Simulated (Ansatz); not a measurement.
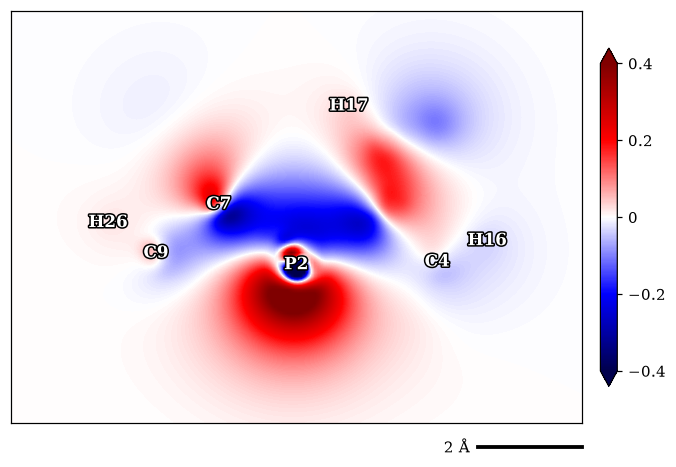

Figure. C$_{9}$H$_{21}$P (SMILES CP(C(C)(C)C)C(C)(C)C). The HOMO on the plane of atoms C7, C9 and H26 (values in Å⁻³ᐟ²; the overall sign is arbitrary).

Geometry: PBE0-D4/def2-TZVP.

All numbers below come from RKS PBE0-D4/def2-TZVPP (Ansatz).

The calculation's input:

```
crystal:
  periodic: [false, false, false]
  atoms:
    - {symbol: C, position_ang: [-0.486874, -1.951586, -0.988884]}
    - {symbol: P, position_ang: [0.391723, -0.334178, -0.931700]}
    - {symbol: C, position_ang: [-1.051556, 0.869809, -0.767324]}
    - {symbol: C, position_ang: [-1.962547, 0.565864, -1.959423]}
    - {symbol: C, position_ang: [-1.872893, 0.793363, 0.512320]}
    - {symbol: C, position_ang: [-0.508287, 2.286933, -0.950857]}
    - {symbol: C, position_ang: [1.297943, -0.493578, 0.717837]}
    - {symbol: C, position_ang: [1.750910, 0.883578, 1.191779]}
    - {symbol: C, position_ang: [2.548110, -1.311391, 0.379479]}
    - {symbol: C, position_ang: [0.544684, -1.201065, 1.838887]}
    - {symbol: H, position_ang: [-0.929515, -2.086439, -1.975965]}
    - {symbol: H, position_ang: [-1.267453, -2.063439, -0.232375]}
    - {symbol: H, position_ang: [0.243505, -2.751243, -0.852125]}
    - {symbol: H, position_ang: [-1.397586, 0.517606, -2.895090]}
    - {symbol: H, position_ang: [-2.500441, -0.375642, -1.834732]}
    - {symbol: H, position_ang: [-2.707235, 1.362300, -2.059498]}
    - {symbol: H, position_ang: [-1.305651, 1.125674, 1.383131]}
    - {symbol: H, position_ang: [-2.748751, 1.446935, 0.426971]}
    - {symbol: H, position_ang: [-2.239508, -0.217146, 0.707482]}
    - {symbol: H, position_ang: [0.139961, 2.594954, -0.130218]}
    - {symbol: H, position_ang: [-1.340970, 2.997202, -0.999461]}
    - {symbol: H, position_ang: [0.062626, 2.369785, -1.878770]}
    - {symbol: H, position_ang: [0.919153, 1.482768, 1.566109]}
    - {symbol: H, position_ang: [2.244501, 1.442269, 0.392042]}
    - {symbol: H, position_ang: [2.468147, 0.771339, 2.011998]}
    - {symbol: H, position_ang: [3.159467, -1.438507, 1.279535]}
    - {symbol: H, position_ang: [3.154461, -0.814103, -0.380541]}
    - {symbol: H, position_ang: [2.299045, -2.309330, 0.009497]}
    - {symbol: H, position_ang: [1.190902, -1.274589, 2.721099]}
    - {symbol: H, position_ang: [-0.358305, -0.669739, 2.137772]}
    - {symbol: H, position_ang: [0.262453, -2.218372, 1.561029]}
basis:
  gaussian: {orbitals: def2-TZVPP}
hamiltonian: {xc: pbe0, dispersion: d4}
output: {orbitals: {seedname: orbitals}}
```

Launched as:

```sh
ansatz run in.yaml --threads 4 --pin off --events-out ev --progress --plain --max-ram 46080MiB --backend cuda --devices 0, --max-vram 37GiB
```

**Describe this orbital and give its energy.**

Its weight (Hirshfeld) is mainly on P2 (about 65 %), C3 (about 5 %) and C7 (about 5 %). Its energy is −6.01 eV.
